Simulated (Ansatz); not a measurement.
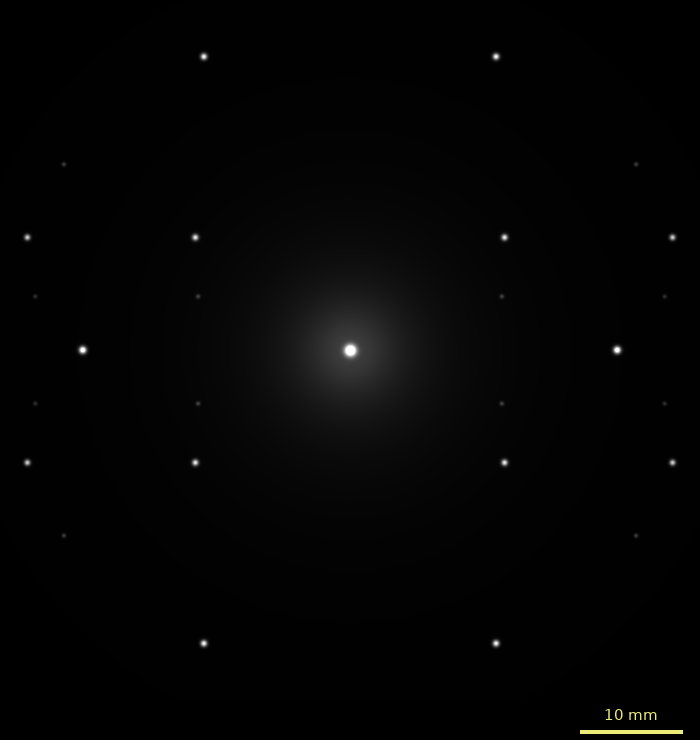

Simulated X-ray rotation photograph: Co Kα radiation (λ = 1.7902 Å), cylindrical film of radius 30.0 mm unrolled, rotation axis vertical and normal to the beam, kinematic intensities without Lorentz or polarisation factors, the film spanning ±63° about the beam; spots down to d = 1.72 Å.

> What lattice repeat along the rotation axis do the layer lines give?

The first layer line lies 5.3 mm from the equator, so tan ν = 0.176, sin ν = 0.174 and the period is λ/sin ν = 10.32 Å. Further lines follow at 11.1, 18.3, 28.9 mm.

The crystal is Ga2O, space group Fm-3m (No. 225), a = 5.96 Å. Structure: coordinates from a relaxation with DFT PBE, scalar-relativistic, plane waves, PAW (Ansatz); the starting structure was generated, so it need not be a known form of this composition.

> About which axis was it rotated?

About [111] (or an equivalent direction), whose length in the conventional cell is 10.318 Å.
